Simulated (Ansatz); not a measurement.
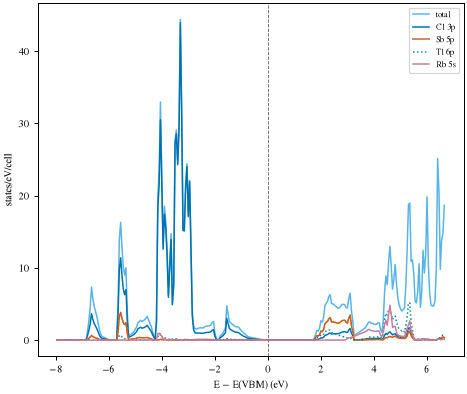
Figure. Total and projected density of states of Rb$_{2}$TlSbCl$_{6}$ in space group Fm-3m (No. 225; Rb on 8c, Tl on 4b, Sb on 4a, Cl on 24e), plane-wave PAW r²SCAN (Ansatz code)

Problem. Which orbitals carry the states next to the gap?

Solution. Top 1 eV of the valence band: Cl 3p 55 %, Tl 6s 18 %, Sb 5s 17 %. Bottom 1 eV of the conduction band: Sb 5p 49 %, Tl 6p 22 %, Cl 3p 16 %, Cl 3s 7 %, outside the projected shells 5 %. Projections are on Löwdin-orthogonalised atomic valence shells; empty p or d shells of many metals are not among them.

Problem. Where is the tallest occupied peak in this window, and what makes it?

Solution. Near -3.3 eV, about 44 states/eV per cell; the largest projected share is Cl 3p.

The first step of the workflow began from a Materials Project structure, measured or hypothetical; the Crystallography Open Database copy checked does not list it. Whether it is the stable phase at ambient conditions was not checked. The cell was relaxed with r²SCAN under the symmetry of its start; whether a distortion lowers the energy is not shown. Spin–orbit coupling is left out wherever it is not named.

Potentials: the later of the program's two PAW sets.
